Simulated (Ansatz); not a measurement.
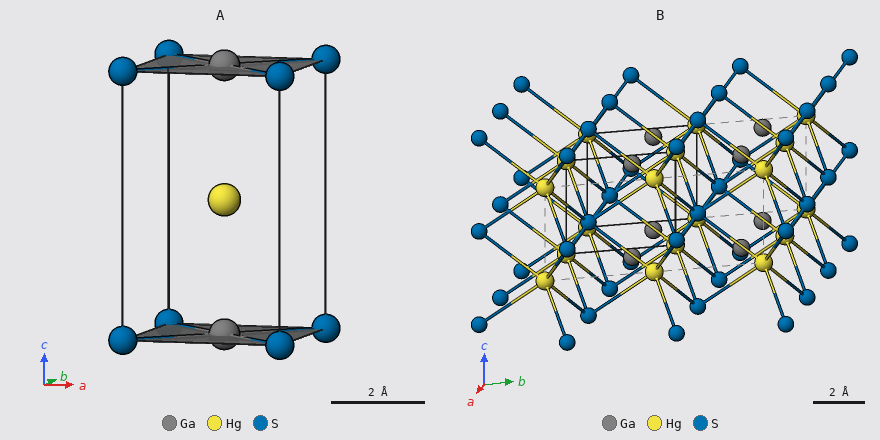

Two structures of GaHgS, each relaxed to rest (conventional cells in solid outline, small ones repeated, not to one scale). Method: DFT PBE, scalar-relativistic, plane waves, PAW (Ansatz 0.2.0), without spin polarisation.

### Which two forms are compared?

A: 3 atoms a cell on a primitive tetragonal lattice, P4/mmm. B: 3 atoms a cell on a primitive hexagonal lattice, P-6m2.

### Which has the lower energy, and by how much?

A is lower, by 460 meV/atom at this level of theory (energies at zero smearing). Volumes: A 24.6, B 22.8 Å³/atom.

One or both may be structure types tried for this composition rather than known phases.
